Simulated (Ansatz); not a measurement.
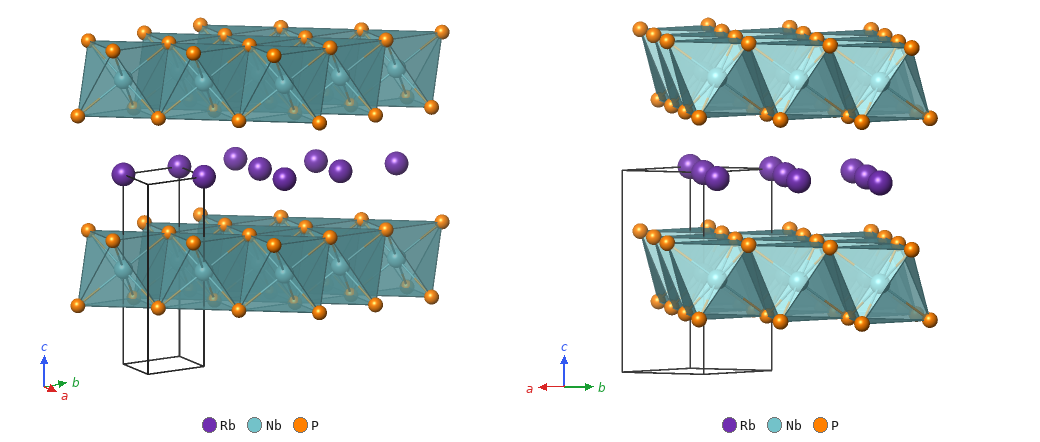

Polyhedra are drawn about Nb (bonds: Nb–P below 2.9 Å); other atoms are plain spheres. Two views of the same piece.

System RbNbP₂ (space group P-3m1, No. 164); source of the atomic positions: coordinates from a relaxation with DFT PBE, scalar-relativistic, plane waves, PAW (Ansatz 0.2.0); the starting structure was generated, so it need not be a known form of this composition.

Question: What figure surrounds each Nb atom, and what does it share with the other drawn polyhedra?

Answer: Nb: NbP6 octahedron, sharing edges with six neighbours.

Question: How do these polyhedra hang together as a whole?

Answer: They form layers of edge-sharing octahedra parallel to (001). Their corner atoms also have Rb as close neighbours (those links are not drawn).

Question: How far apart are the centres of linked polyhedra?

Answer: Centre to centre across a shared edge: 3.58 Å.
